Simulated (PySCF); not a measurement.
# Dy (+2): ligand-field states

What do calculations give for the ligand-field states of Dy (+2)?

Programs: PySCF 2.14.0, with routines of our own; each step states its level. All values are computed. Atoms count from 0.

### Step 1. The system as given

1 atom, charge 2, states of the metal's open shell are computed; geometry from: free ion.

### Step 2. Ligand-field states: state-averaged CASSCF

What the job is given:

```
{"job": {"kind": "lf", "basis": {"metal": "x2c-TZVPall", "ligand": "x2c-SVPall"}, "nevpt": false}, "charge": 2, "metal": "Dy", "open_shell": "f10"}
Dy     0.000000     0.000000     0.000000
```

With the program's defaults for keys left out, this is: state-averaged CASSCF of the metal f shell, state-interaction spin-orbit coupling.

Run with:

```
$ OMP_NUM_THREADS=1 python lf_run.py task.json out
```

One launch serves the whole session: the jobs run in the order shown.

Log:

```text
basis functions 104, electrons 64, active (10e, 7o)
stage 1: DIIS on the effective Fock matrix, level shift 0.30
cycle   1  E = -12151.6891642738  dE = -1.215e+04  max|g| = 2.588e+00
cycle   2  E = -12151.7187571256  dE = -2.959e-02  max|g| = 1.513e+00
cycle   3  E = -12151.7993396706  dE = -8.058e-02  max|g| = 1.439e+00
cycle   4  E = -12152.4015267208  dE = -6.022e-01  max|g| = 1.730e-01
cycle   5  E = -12152.4125576930  dE = -1.103e-02  max|g| = 2.450e-02
cycle   6  E = -12152.4127145731  dE = -1.569e-04  max|g| = 5.025e-03
cycle   7  E = -12152.4127306911  dE = -1.612e-05  max|g| = 1.498e-03
cycle   8  E = -12152.4127321561  dE = -1.465e-06  max|g| = 4.549e-04
cycle   9  E = -12152.4127322645  dE = -1.084e-07  max|g| = 1.379e-04
cycle  10  E = -12152.4127322734  dE = -8.908e-09  max|g| = 3.773e-05
cycle  11  E = -12152.4127322741  dE = -7.785e-10  max|g| = 1.251e-05
cycle  12  E = -12152.4127322742  dE = -6.366e-11  max|g| = 3.657e-06
converged average energy = -12152.4127322742

 mult deg   label        CASSCF/cm-1   NEVPT2/cm-1
   5  13   5I                  0.0
   5   1   5S              16264.4
   5   7   5F              16264.4
   3  15   3K              19268.9
   3  11   3H              24652.4
   5   9   5G              25558.3
   3   9   3G              26718.7
   3  17   3L              27129.3
   3   5   3D              29289.4
   3   3   3P              30242.4
   1  17   1L              31060.4
   3  19   3M              32587.3
   3   7   3F              33732.2
   1   5   1D              34587.3
   3  13   3I              35343.9
   1   9   1G              37294.0
   3   7   3F              40823.1
   5   5   5D              41822.7
   1  13   1I              44527.8
   1  11   1H              45054.6
   1  15   1K              46054.8
   1   5   1D              46612.0
   3  11   3H              46806.9
   3   9   3G              52513.3
   1  21   1N              53695.9
   3   7   3F              55137.4
   1   9   1G              57729.2
   3  15   3K              57831.4
   3  11   3H              59391.9
   1  17   1L              61383.7
   3  13   3I              68014.6
   3   3   3P              69097.4
   1  13   1I              72040.7
   3   9   3G              73035.2
   1   9   1G              75575.1
   1   7   1F              77464.2
   1   5   1D              78337.1
   3   5   3D              84314.3
   1   1   1S              92013.4
   1  11   1H              95200.6
   3   7   3F              95727.0
   1  13   1I             101296.4
   3  11   3H             101959.8
   3   3   3P             104971.3
   1   9   1G             121732.0
   1   5   1D             155134.4
   1   1   1S             181500.1

spin-orbit levels / cm-1
      0.00  x17  5I 0.95 3K 0.05
   4178.61  x15  5I 0.98
   7255.26  x13  5I 0.97
   9585.96  x11  5I 0.95 3H 0.04
  11402.22  x9  5I 0.94 3H 0.06
```

Wall time 21 s (1 thread of Arm Neoverse N1, shared host); peak memory 0.35 GiB.

Key values:

| quantity | value |
| --- | --- |
| spin-orbit constant ζ | 1817 cm⁻¹ |

Powder susceptibility:

| T (K) | χT (cm³ K/mol) | μ(eff) |
| --- | --- | --- |
| 2 | 13.944 | 10.56 |
| 5 | 13.944 | 10.56 |
| 10 | 13.944 | 10.56 |
| 20 | 13.945 | 10.56 |
| 30 | 13.945 | 10.56 |
| 50 | 13.947 | 10.56 |
| 75 | 13.948 | 10.56 |
| 100 | 13.950 | 10.56 |
| 150 | 13.953 | 10.56 |
| 200 | 13.956 | 10.56 |
| 250 | 13.959 | 10.56 |
| 300 | 13.962 | 10.57 |

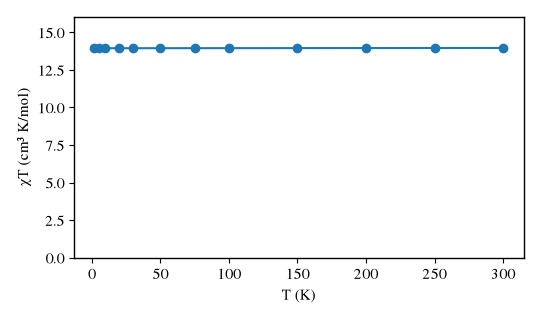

χT against temperature.

The fields below are evaluated on a grid from the run's orbitals.

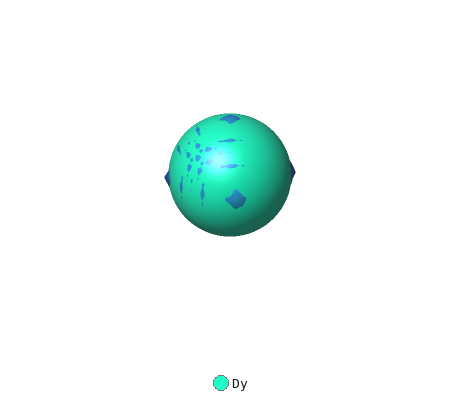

Spin density at ±0.6 e/Å³ (alpha excess blue, beta excess red).

In these pictures sticks join atoms by distance alone, so bonds to metals can be missing or extra.

### Step 3. Ligand-field states: state-averaged CASSCF (basis x2c-SVPall)

What the job is given:

```
{"job": {"kind": "lf", "basis": "x2c-SVPall", "nevpt": false}, "charge": 2, "metal": "Dy", "open_shell": "f10"}
Dy     0.000000     0.000000     0.000000
```

Method: state-averaged CASSCF of the metal f shell, state-interaction spin-orbit coupling.

Log:

```text
basis functions 85, electrons 64, active (10e, 7o)
stage 1: DIIS on the effective Fock matrix, level shift 0.30
cycle   1  E = -12151.4931855770  dE = -1.215e+04  max|g| = 3.355e+00
cycle   2  E = -12151.6933974602  dE = -2.002e-01  max|g| = 7.477e-01
cycle   3  E = -12151.7906581680  dE = -9.726e-02  max|g| = 5.522e-01
cycle   4  E = -12151.9292470874  dE = -1.386e-01  max|g| = 7.955e-02
cycle   5  E = -12151.9316152524  dE = -2.368e-03  max|g| = 1.291e-02
cycle   6  E = -12151.9316590348  dE = -4.378e-05  max|g| = 3.249e-03
cycle   7  E = -12151.9316626791  dE = -3.644e-06  max|g| = 8.049e-04
cycle   8  E = -12151.9316629479  dE = -2.688e-07  max|g| = 2.241e-04
cycle   9  E = -12151.9316629673  dE = -1.934e-08  max|g| = 6.308e-05
cycle  10  E = -12151.9316629689  dE = -1.668e-09  max|g| = 2.318e-05
cycle  11  E = -12151.9316629691  dE = -1.564e-10  max|g| = 6.436e-06
converged average energy = -12151.9316629691

 mult deg   label        CASSCF/cm-1   NEVPT2/cm-1
   5  13   5I                  0.0
   5   1   5S              16251.7
   5   7   5F              16251.7
   3  15   3K              19245.9
   3  11   3H              24623.9
   5   9   5G              25538.4
   3   9   3G              26689.8
   3  17   3L              27100.2
   3   5   3D              29258.4
   3   3   3P              30210.4
   1  17   1L              31024.1
   3  19   3M              32554.2
   3   7   3F              33697.2
   1   5   1D              34547.8
   3  13   3I              35308.2
   1   9   1G              37251.4
   3   7   3F              40782.2
   5   5   5D              41790.2
   1  13   1I              44480.1
   1  11   1H              45007.9
   1  15   1K              46007.0
   1   5   1D              46562.5
   3  11   3H              46762.4
   3   9   3G              52464.6
   1  21   1N              53642.6
   3   7   3F              55086.8
   1   9   1G              57672.9
   3  15   3K              57778.9
   3  11   3H              59335.7
   1  17   1L              61324.6
   3  13   3I              67954.4
   3   3   3P              69031.1
   1  13   1I              71971.0
   3   9   3G              72970.8
   1   9   1G              75500.9
   1   7   1F              77391.8
   1   5   1D              78262.4
   3   5   3D              84241.6
   1   1   1S              91921.6
   1  11   1H              95115.5
   3   7   3F              95637.6
   1  13   1I             101199.1
   3  11   3H             101867.0
   3   3   3P             104877.3
   1   9   1G             121621.5
   1   5   1D             154996.7
   1   1   1S             181333.3

spin-orbit levels / cm-1
      0.00  x17  5I 0.95 3K 0.05
   4174.92  x15  5I 0.98
   7248.70  x13  5I 0.97
   9577.13  x11  5I 0.95 3H 0.04
  11391.63  x9  5I 0.94 3H 0.06
```

Wall time 16 s (1 thread of Arm Neoverse N1, shared host); peak memory 0.34 GiB.

In short:

| quantity | value |
| --- | --- |
| spin-orbit constant ζ | 1815 cm⁻¹ |

Powder susceptibility:

| T (K) | χT (cm³ K/mol) | μ(eff) |
| --- | --- | --- |
| 2 | 13.944 | 10.56 |
| 20 | 13.945 | 10.56 |
| 100 | 13.950 | 10.56 |
| 300 | 13.962 | 10.57 |

### Step 4. Ligand field across the series

From the CASSCF states (cm⁻¹; the spread is that of the fitted one-electron ligand-field levels):

| step | setting | ground state | next state | orbital spread | ζ | μ(eff), 300 K |
| --- | --- | --- | --- | --- | --- | --- |
| 2 | as given | 5I | 5S at 16264 | 0 | 1817 | 10.57 |
| 3 | basis x2c-SVPall | 5I | 5S at 16252 | 0 | 1815 | 10.57 |

### Step 5. Outcome

| quantity | value |
| --- | --- |
| spin-orbit constant ζ (step 2, state-averaged CASSCF) | 1817 cm⁻¹ |
| ground multiplicity, μ(eff) at 300 K (step 2, free ion) | 5, 10.57 μB |
| ground multiplicity, μ(eff) at 300 K (step 3, free ion) | 5, 10.57 μB |

In step 2, χT goes from 13.94 at 2 K to 13.96 cm³ K/mol at 300 K: nearly flat, so one level governs the whole range.
